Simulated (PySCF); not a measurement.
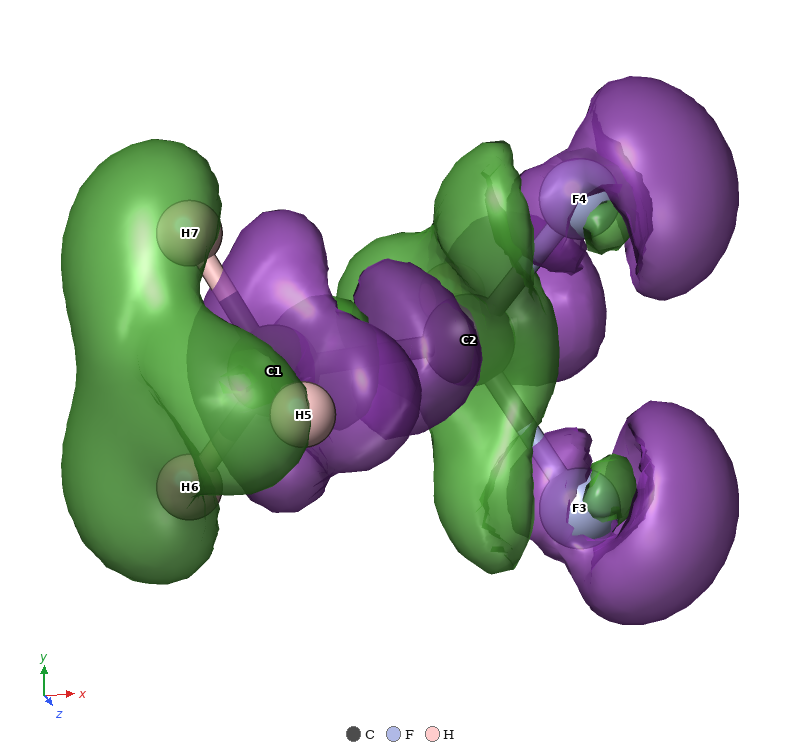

*C2H4F2, SMILES `CC(F)F`. Change of the electron density in a uniform field of 0.21 V/Å, surfaces at ±0.0015 e/Å³ (purple: gain, green: loss).*

Level of theory: PBE/def2-TZVP (PySCF), at a geometry from GFN2-xTB. No frequency check shows the geometry to be a minimum. A basis without diffuse functions makes polarisabilities too small.

The field was applied in both directions; the picture shows the one opposite to the script's first.

### Along which Cartesian direction does the field point?

Along −x: electrons gather on the +x side, against the field.

### How large is the response?

The induced dipole is 0.30 D (along the field); α along this axis, from the fields in both directions, is 29 bohr³ (4.4 Å³).
